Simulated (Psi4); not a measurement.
# H3NO (hydroxylamine) at CCSD(T)/def2-TZVPP

What is the vertical singlet–triplet gap of H3NO (hydroxylamine) at CCSD(T)/def2-TZVPP? 

The results are computed with Psi4 1.11.

1 further run of the same task is left out (set aside as unsound or not needed).

## Step 1: The molecule

H3NO has 5 atoms, charge 0, and is taken as a singlet. As SMILES, `NO`. Geometry: relaxed at PBE0-D4/def2-TZVP. This is one conformer, not always the lowest.

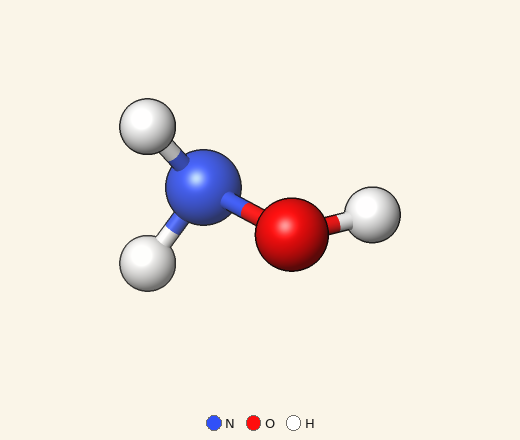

Viewed from a chosen angle; nitrogen blue, oxygen red, hydrogen white.

## Step 2: The energy at CCSD(T)/def2-TZVPP

File job.inp:

```
memory 2200 MB

molecule m {
  0 1
  N     -0.165120    -0.361290    -0.321170
  O      0.364460     0.666040     0.508060
  H     -0.162690    -1.190020     0.266770
  H     -1.141650    -0.109840    -0.446210
  H      1.105010     0.995100    -0.007440
  symmetry c1
  no_reorient
  no_com
}

set basis def2-TZVPP
set puream true
set e_convergence 1e-09
set d_convergence 1e-08
set scf_type pk
set num_frozen_docc 2

energy_value, wavefunction = energy('ccsd(t)', return_wfn=True)
print_variables()
```

Started as:

```sh
$ psi4 -i job.inp -o job.out -n 1
```

job.out:

```text
[...]
  Running in c1 symmetry.
[...]
  Nuclear repulsion =   39.593666393662190
[...]
  Multiplicity = 1
[...]
  Nalpha       = 9
  Nbeta        = 9
[...]
    Number of basis functions: 104
[...]
   @RHF iter   1:  -130.98533537918067   -6.39197e-01   3.55392e-03 DIIS/ADIIS
[...]
   @RHF iter  11:  -131.04905921225748   -3.29692e-12   2.89453e-09 DIIS
[...]
    Orbital Energies [Eh]
    ---------------------
    Doubly Occupied:
       1A    -20.582502     2A    -15.602576     3A     -1.399153
       4A     -1.077771     5A     -0.690304     6A     -0.677218
       7A     -0.621317     8A     -0.481077     9A     -0.425741
[...]
  @RHF Final Energy:  -131.04905921225748
   => Energetics <=
    Nuclear Repulsion Energy =             39.5936663936621898
    One-Electron Energy =                -258.1701351660697696
    Two-Electron Energy =                  87.5274095601500761
    Total Energy =                       -131.0490592122574753
[...]
 Multipole Moments:
 ------------------------------------------------------------------------------------
     Multipole            Electronic (a.u.)      Nuclear  (a.u.)        Total (a.u.)
 ------------------------------------------------------------------------------------
 L = 1.  Multiply by 2.5417464519 to convert [e a0] to [Debye]
 Dipole X            :         -3.0694875            2.9489365           -0.1205510
 Dipole Y            :         -4.9110568            4.7139785           -0.1970783
 Dipole Z            :         -3.2103355            3.0791386           -0.1311968
 Magnitude           :                                                    0.2656784
[...]
      * MP2 total energy                      = -131.513563125460394
[...]
      * CCSD total energy                     = -131.526865217718893
[...]
      * CCSD(T) total energy                  = -131.543629232330403
[...]
```

Wall time 35 s (1 thread of Intel Xeon Platinum 8488C (Sapphire Rapids), shared host); peak memory 1.4 GiB.

## Step 3: The triplet

File calc.inp:

```
memory 2200 mb

molecule system {
  0 3
  N
  O 1 R2
  H 1 R3 2 A3
  H 1 R4 3 A4 2 D4
  H 2 R5 1 A5 3 D5

  R2 = 1.422492
  R3 = 1.016107
  A3 = 104.5268
  R4 = 1.016107
  A4 = 105.98182
  D4 = -110.10349
  R5 = 0.960435
  A5 = 102.8036
  D5 = 124.34587
  symmetry c1
  no_reorient
  no_com
}

set basis def2-TZVPP
set reference uhf
set puream true
set e_convergence 1e-09
set d_convergence 1e-08
set scf_type pk
set num_frozen_docc 2
set maxiter 100

E = energy('ccsd(t)')
print_variables()
```

Started as:

```sh
$ psi4 -n 1 calc.inp calc.out
```

calc.out:

```text
[...]
  Running in c1 symmetry.
[...]
  Nuclear repulsion =   39.593667661871486
[...]
  Multiplicity = 3
[...]
  Nalpha       = 10
  Nbeta        = 8
[...]
    Number of basis functions: 104
[...]
   @UHF iter   1:  -130.71212849914309   -3.65990e-01   4.05922e-03 DIIS/ADIIS
[...]
   @UHF iter  22:  -130.80579136626909   -2.35332e-11   9.50059e-09 DIIS
[...]
   @S^2 Observed:                2.021096905E+00
[...]
    Orbital Energies [Eh]
    ---------------------
    Alpha Occupied:
       1A    -20.552738     2A    -15.687431     3A     -1.454289
       4A     -1.173975     5A     -0.752945     6A     -0.731004
       7A     -0.711209     8A     -0.561480     9A     -0.491137
      10A     -0.151171
    Alpha Virtual:
      11A      0.110661    12A      0.179781    13A      0.197977
      14A      0.404912    15A      0.431233    16A      0.431856
      17A      0.528194    18A      0.556152    19A      0.570651
      20A      0.603741    21A      0.624784    22A      0.673541
      23A      0.722315    24A      0.779491    25A      0.822631
[...]
  @UHF Final Energy:  -130.80579136626909
   => Energetics <=
    Nuclear Repulsion Energy =             39.5936676618714856
    One-Electron Energy =                -257.6507046488524679
    Two-Electron Energy =                  87.2512456207118987
    Total Energy =                       -130.8057913662690908
  UHF NO Occupations:
  HONO-2 :    8  A 1.9962033
  HONO-1 :    9  A 1.0000000
  HONO-0 :   10  A 1.0000000
  LUNO+0 :   11  A 0.0037967
  LUNO+1 :   12  A 0.0022937
[...]
 Multipole Moments:
 ------------------------------------------------------------------------------------
     Multipole            Electronic (a.u.)      Nuclear  (a.u.)        Total (a.u.)
 ------------------------------------------------------------------------------------
 L = 1.  Multiply by 2.5417464519 to convert [e a0] to [Debye]
 Dipole X            :          0.0463960            0.1226740            0.1690700
 Dipole Y            :          0.0310885            0.0853188            0.1164073
 Dipole Z            :         -0.0007126           -0.9737493           -0.9744619
 Magnitude           :                                                    0.9958471
[...]
      * MP2 total energy                      = -131.255260563651632
[...]
      * CCSD total energy                     = -131.271242202235356
[...]
      * CCSD(T) total energy                     = -131.288967392591331
[...]
```

It took 2.7 min on 1 thread of Intel Xeon Platinum 8488C (Sapphire Rapids), shared host; peak memory 1.5 GiB.

## Step 4: What came out

At CCSD(T)/def2-TZVPP, 2 core orbitals frozen:

| quantity | value |
| --- | --- |
| singlet: total energy | -131.54363 Eh |
| singlet: HOMO energy (Hartree–Fock orbitals) | -11.58 eV |
| singlet: LUMO energy (Hartree–Fock orbitals) | 3.65 eV |
| singlet: HOMO–LUMO gap (Hartree–Fock orbitals) | 15.24 eV |
| singlet: correlation energy (2 core orbitals frozen) | -494.6 mEh |
| singlet: (T) correction | -16.76 mEh |
| singlet: T1 diagnostic | 0.009 |
| triplet: total energy | -131.28897 Eh |
| triplet: HOMO energy (Hartree–Fock orbitals) (highest over α and β) | -4.11 eV |
| triplet: LUMO energy (Hartree–Fock orbitals) (lowest over α and β) | 1.17 eV |
| triplet: correlation energy (2 core orbitals frozen) | -483.2 mEh |
| triplet: (T) correction | -17.73 mEh |
| triplet: ⟨S²⟩ of the reference determinant | 2.021 |
| triplet: T1 diagnostic | 0.064 |
| vertical energy of the triplet above the singlet | 6.930 eV |

At this shape the triplet lies 6.93 eV (669 kJ/mol) above the singlet. The triples (singlet) make up 3.4 % of the correlation energy. The T1 diagnostic (triplet) of 0.064 is above the customary mark for such species, so a single reference may not serve. The triples (triplet) make up 3.7 % of the correlation energy.
